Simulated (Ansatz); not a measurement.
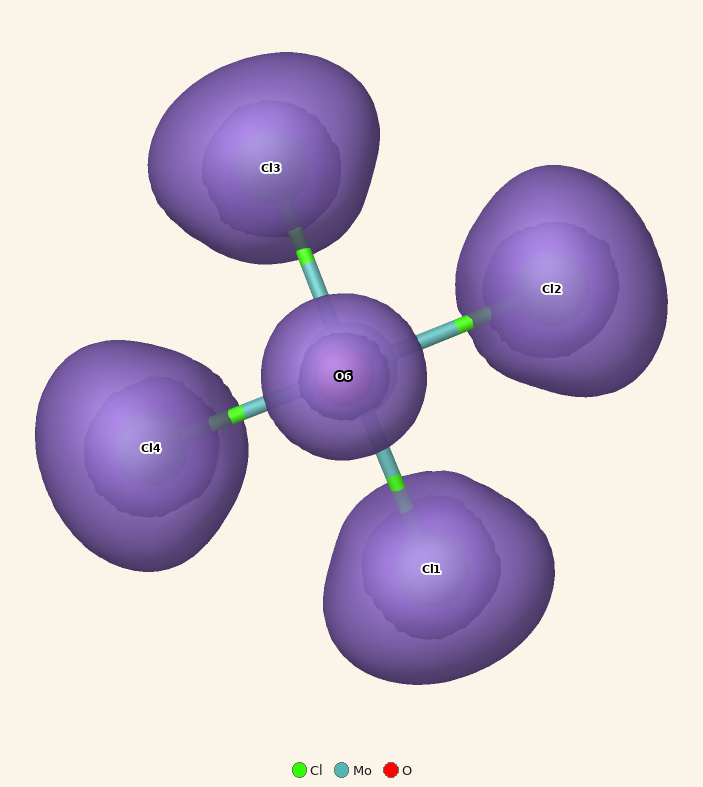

Cl$_{4}$MoO (SMILES [O]=[Mo]([Cl])([Cl])([Cl])[Cl]). Isosurface of the ELF at 0.75 (purple), seen across its widest extent. Only the valence region is drawn (cores and ρ < 0.01 e/Å³ removed).

Geometry: PBE0-D4/def2-SVP; core potentials replace the inner electrons of Mo.

Computed with Ansatz 0.2.0, isolated molecule in a Gaussian basis; Kohn-Sham density functional theory, functional PBE0.

```xyz
6

Cl    0.3410   -1.1187    1.9453
Cl   -0.2148   -2.0344   -1.0122
Cl   -1.1767    0.8729   -1.7315
Cl   -0.6209    1.7886    1.2260
Mo    0.0928    0.0120   -0.0308
O     1.6206    0.4155   -0.4429
```

> Where are the electrons localised?

At this value the surface marks out four regions wrapped around Cl (the valence shell of each) and one region wrapped around O (its valence shell). Profiles from the grid: Mo–O (1.63 Å): the ELF peaks at about 0.75 in the valence shell of O, 0.5 Å from its nucleus, and drops to about 0.45 between the two atoms. Mo–Cl (2.29 Å): the ELF peaks at about 0.85 in the valence shell of Cl, 0.8 Å from its nucleus, and is about 0.40 at the midpoint.
